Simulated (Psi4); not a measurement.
# SnO (SMILES [O]=[Sn]) at PBE/def2-TZVPPD (core potential)

What is the vertical electron affinity of SnO at PBE/def2-TZVPPD (core potential)? 

Program for the calculation: Psi4 1.11.

5 further runs of the same task are left out: 2 that didn't finish, 3 set aside as unsound or not needed.

## 1. The structure to begin with

SnO: 2 atoms, total charge 0, spin state singlet. SMILES: `[O]=[Sn]`. The shape is that of a PBE0-D4/def2-TZVP optimisation.

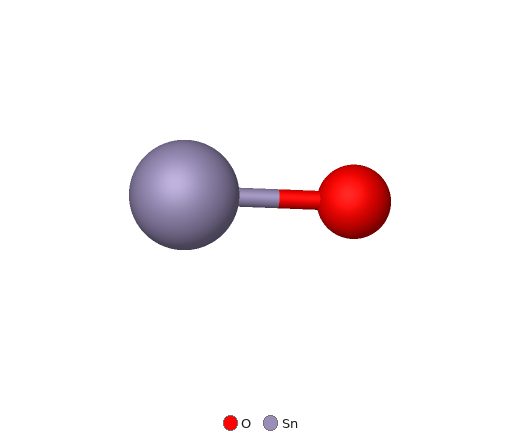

The structure, seen from a chosen angle (oxygen red, tin purple).

## 2. Energy and forces at PBE/def2-TZVPPD (core potential)

The input, input.inp:

```
memory 2200 mb

molecule system {
  0 1
  O
  Sn 1 1.81774
  symmetry c1
  no_reorient
  no_com
}

set basis def2-TZVPPD
set puream true
set e_convergence 1e-09
set d_convergence 1e-08
set scf_type pk
set dft_radial_points 99
set dft_spherical_points 590

E, wfn = gradient("pbe", return_wfn=True)
oeprop(wfn, "MULLIKEN_CHARGES", "DIPOLE", "LOWDIN_CHARGES", title="PBE")
print_variables()
```

Command:

```
$ psi4 -i input.inp -o input.out -n 1
```

input.out, cut to the lines that bear on the results:

```text
[...]
    !!!  WARNING: ECP capability is in beta. Please check occupations closely.  !!!
[...]
  Running in c1 symmetry.
[...]
  Nuclear repulsion =   51.236804536358335
[...]
  Multiplicity = 1
[...]
  Nalpha       = 15
  Nbeta        = 15
[...]
    Number of basis functions: 96
[...]
   @RKS iter   1:  -288.90769574006828   -7.53206e-01   1.23915e-02 ADIIS/DIIS
[...]
   @RKS iter  14:  -289.48698056549330   -1.25056e-12   1.09627e-09 DIIS
[...]
    Orbital Energies [Eh]
    ---------------------
    Doubly Occupied:
       1A    -18.721441     2A     -4.905342     3A     -3.289926
       4A     -3.289926     5A     -3.276791     6A     -0.966805
       7A     -0.954373     8A     -0.954373     9A     -0.944175
      10A     -0.944175    11A     -0.775472    12A     -0.391096
      13A     -0.247007    14A     -0.247007    15A     -0.238525
[...]
  @RKS Final Energy:  -289.48698056549330
   => Energetics <=
    Nuclear Repulsion Energy =             51.2368045363583349
    One-Electron Energy =                -582.5214979844688514
    Two-Electron Energy =                 268.3169934192077335
    DFT Exchange-Correlation Energy =     -26.5192805365905606
    Empirical Dispersion Energy =           0.0000000000000000
    VV10 Nonlocal Energy =                  0.0000000000000000
    Total Energy =                       -289.4869805654932975
[...]
  -Total Gradient:
     Atom            X                  Y                   Z
    ------   -----------------  -----------------  -----------------
       1        0.000000000210     0.000000000024     0.021663018666
       2       -0.000000000210    -0.000000000024    -0.021652815622
[...]
 Multipole Moments:
 ------------------------------------------------------------------------------------
     Multipole            Electronic (a.u.)      Nuclear  (a.u.)        Total (a.u.)
 ------------------------------------------------------------------------------------
 L = 1.  Multiply by 2.5417464519 to convert [e a0] to [Debye]
 Dipole X            :         -0.0000000            0.0000000           -0.0000000
 Dipole Y            :         -0.0000000            0.0000000           -0.0000000
 Dipole Z            :         16.9011036          -15.3512859            1.5498177
 Magnitude           :                                                    1.5498177
[...]
  Mulliken Charges: (a.u.)
   Center  Symbol    Alpha    Beta     Spin     Total
       1     O     4.29714  4.29714  0.00000 -0.59428
       2    SN    10.70286 10.70286  0.00000  0.59428
   Total alpha = 15.00000, Total beta = 15.00000, Total charge =  0.00000
  Lowdin Charges: (a.u.)
   Center  Symbol    Alpha    Beta     Spin     Total
       1     O     4.42915  4.42915  0.00000 -0.85830
       2    SN    10.57085 10.57085  0.00000  0.85830
  Total alpha = 15.00000, Total beta = 15.00000, Total charge =  0.00000
[...]
```

Wall time 33 s (1 thread of Intel Xeon at 2.50GHz (Skylake/Cascade Lake), shared host); peak memory 0.66 GiB.

## 3. The doublet anion at the same level

The input, calc.dat:

```
memory 2200 MB

molecule geom {
  -1 2
  O      0.000000     0.000000    -0.007080
  Sn     0.000000     0.000000     1.810660
  symmetry c1
}

set basis def2-TZVPPD
set reference uks
set puream true
set e_convergence 1e-09
set d_convergence 1e-08
set scf_type pk
set dft_radial_points 99
set dft_spherical_points 590
set maxiter 100

e, wfn = gradient('pbe', return_wfn=True)
```

Command:

```
$ psi4 -i calc.dat -o calc.out -n 1
```

calc.out, cut to the lines that bear on the results:

```text
[...]
    !!!  WARNING: ECP capability is in beta. Please check occupations closely.  !!!
[...]
  Running in c1 symmetry.
[...]
  Nuclear repulsion =   51.236804536358335
[...]
  Multiplicity = 2
[...]
  Nalpha       = 16
  Nbeta        = 15
[...]
    Number of basis functions: 96
[...]
   @UKS iter   1:  -288.77351899733054   -6.12162e-01   1.32333e-02 ADIIS/DIIS
[...]
   @UKS iter  15:  -289.50143673313210   -2.72848e-12   8.19668e-09 DIIS
[...]
   @S^2 Observed:                7.525649445E-01
[...]
  @UKS Final Energy:  -289.50143673313210
   => Energetics <=
    Nuclear Repulsion Energy =             51.2368045363583349
    One-Electron Energy =                -589.3463285571760935
    Two-Electron Energy =                 275.3217504712831669
    DFT Exchange-Correlation Energy =     -26.7136631835975251
    Empirical Dispersion Energy =           0.0000000000000000
    VV10 Nonlocal Energy =                  0.0000000000000000
    Total Energy =                       -289.5014367331320955
[...]
 Multipole Moments:
 ------------------------------------------------------------------------------------
     Multipole            Electronic (a.u.)      Nuclear  (a.u.)        Total (a.u.)
 ------------------------------------------------------------------------------------
 L = 1.  Multiply by 2.5417464519 to convert [e a0] to [Debye]
 Dipole X            :         -0.0000004            0.0000000           -0.0000004
 Dipole Y            :          0.0000001            0.0000000            0.0000001
 Dipole Z            :         16.3147069          -15.3512859            0.9634210
 Magnitude           :                                                    0.9634210
[...]
  -Total Gradient:
     Atom            X                  Y                   Z
    ------   -----------------  -----------------  -----------------
       1        0.000000003620    -0.000000001127     0.056965895096
       2       -0.000000003620     0.000000001127    -0.056956919607
[...]
```

Run time: 42 s. Hardware: 1 thread of Intel Xeon at 2.50GHz (Skylake/Cascade Lake), shared host; peak memory 0.66 GiB.

## 4. Outcome

At PBE/def2-TZVPPD (core potential):

| quantity | value |
| --- | --- |
| singlet SnO: total energy | -289.48698 Eh |
| singlet SnO: dipole moment | 3.94 D |
| singlet SnO: HOMO energy | -6.49 eV |
| singlet SnO: LUMO energy | -3.02 eV |
| singlet SnO: HOMO–LUMO gap | 3.47 eV |
| singlet SnO: largest force on an atom | 1.114 eV/Å |
| doublet anion: total energy | -289.50144 Eh |
| doublet anion: HOMO energy (highest over α and β) | 2.11 eV |
| doublet anion: LUMO energy (lowest over α and β) | 2.26 eV |
| doublet anion: ⟨S²⟩ | 0.753 |
| doublet anion: largest force on an atom | 2.929 eV/Å |
| vertical electron affinity (to the doublet anion) | 0.393 eV |

**Reading.** At fixed nuclei the extra electron is bound by 0.39 eV (9.1 kcal/mol). The largest force (singlet SnO) is 1.11 eV/Å: the shape isn't a stationary point for this species at this level. The HOMO (doublet anion) lies at positive energy, 2.11 eV, as semi-local functionals often give for anions; only total energies tell whether the electron is bound.
